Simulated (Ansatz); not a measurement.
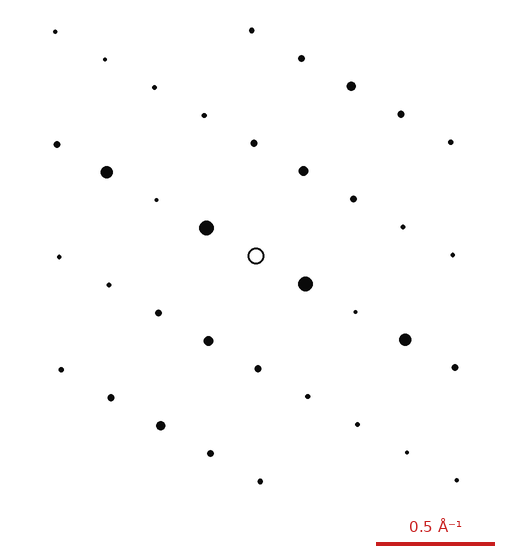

Simulated selected-area electron diffraction pattern (200 kV, kinematic approximation, thin crystal, B = 0.5 Å² for all atoms).

Phase: B, space group R-3m (No. 166), a = 4.84 Å, c = 12.40 Å (hexagonal axes). Structure: the geometry relaxed with DFT LDA, scalar-relativistic, plane waves, PAW (Ansatz 0.2.0).

```cif
data_structure
_symmetry_space_group_name_H-M 'R-3m:H'
_symmetry_Int_Tables_number 166
_cell_length_a 4.8404
_cell_length_b 4.8404
_cell_length_c 12.3951
_cell_angle_alpha 90.000
_cell_angle_beta 90.000
_cell_angle_gamma 120.000
_cell_volume 251.50
loop_
_atom_site_label
_atom_site_type_symbol
_atom_site_symmetry_multiplicity
_atom_site_Wyckoff_symbol
_atom_site_fract_x
_atom_site_fract_y
_atom_site_fract_z
_atom_site_occupancy
B1 B 18 h 0.78541 0.21459 0.22509 1
B2 B 18 h 0.19717 0.80283 0.02434 1
```

Measure the pattern against the scale bar and name the zone.

The spots form a rectangular net whose two shortest vectors correspond to d = 4.13 Å and 2.42 Å, 90.0° apart. They index as 0 0 3 and 1 -2 0, so the zone axis is [210] (or an equivalent direction of <210>). The zone [122] gives nearly the same net, so geometry alone does not settle it; this pattern was computed for [210].

Which reflections of this zone are missing, and why?

The lattice centring (R) removes all reflections that break −h + k + l = 3n.

List the strongest reflections.

Strongest reflections with d > 0.99 Å, one of each family (|F|² from tabulated Gaussian fits of the electron scattering factors, times a small damping for the curvature of the Ewald sphere):

```
   hkl  d (Å)  I (strongest = 100)
 0 0 3  4.132                  100
 0 0 9  1.377                   51
1 -2 0  2.420                   19
2 -4 0  1.210                   14
2 -4 3  1.161                    4
1 -2 3  2.088                    4
```
